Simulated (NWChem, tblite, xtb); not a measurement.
CH3ClO2Si (SMILES ClC1O[SiH2]O1): the dipole moment, rung by rung

CH3ClO2Si has 8 atoms, charge 0, and is taken as a singlet. SMILES: `ClC1O[SiH2]O1`. The coordinates come from a PBE0-D4/def2-TZVP relaxation.

```xyz
8

Cl   -2.1959    0.5097    0.9744
C    -0.5242    0.7666    0.3976
O     0.3785   -0.1007    1.0320
Si    0.7161   -0.7579   -0.4706
O    -0.3844    0.4087   -0.9521
H    -0.2986    1.8173    0.5807
H     2.0987   -0.5379   -0.9457
H     0.3019   -2.1630   -0.6721
```

Quantity: the dipole moment, in D. The values are calculated.

```tsv
level	kind	program	value (D)	CPU time
GFN2-xTB	semi-empirical	tblite	2.78	under 2 s
GFN1-xTB	semi-empirical	tblite	1.96	under 2 s
GFN0-xTB	semi-empirical	xtb	2.49	under 2 s
IPEA1-xTB	semi-empirical	tblite	2.51	under 2 s
HF/STO-3G	Hartree–Fock	NWChem	3.93	2.6 s
HF/3-21G	Hartree–Fock	NWChem	3.28	3 s
HF/def2-SVP	Hartree–Fock	NWChem	2.58	15 s
B3LYP/6-31G* (spherical functions)	global hybrid	NWChem	2.54	20 s
B3LYP/6-31G* (Cartesian functions)	global hybrid	NWChem	2.54	25 s
PBE0/def2-SVP	global hybrid	NWChem	2.35	18 s
```

The values span 1.96 to 3.93 D. Magnitudes only. Sets without polarisation functions give poor dipoles. Without the sets that lack polarisation functions the rows with a basis span only 2.35 to 2.58 D. Times are those of the runs behind each value, whatever else they computed, on shared processors of several kinds: orders of magnitude only.

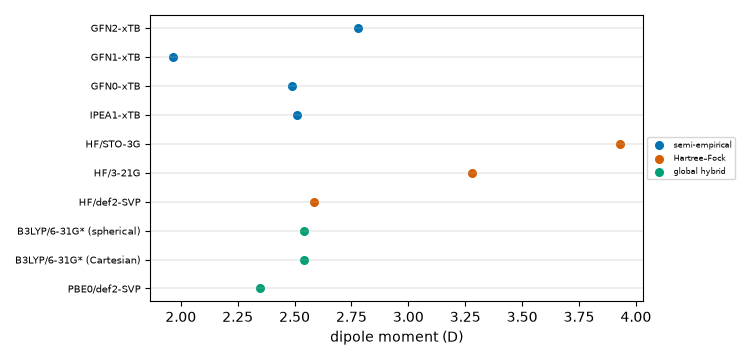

The values of the table, level by level.
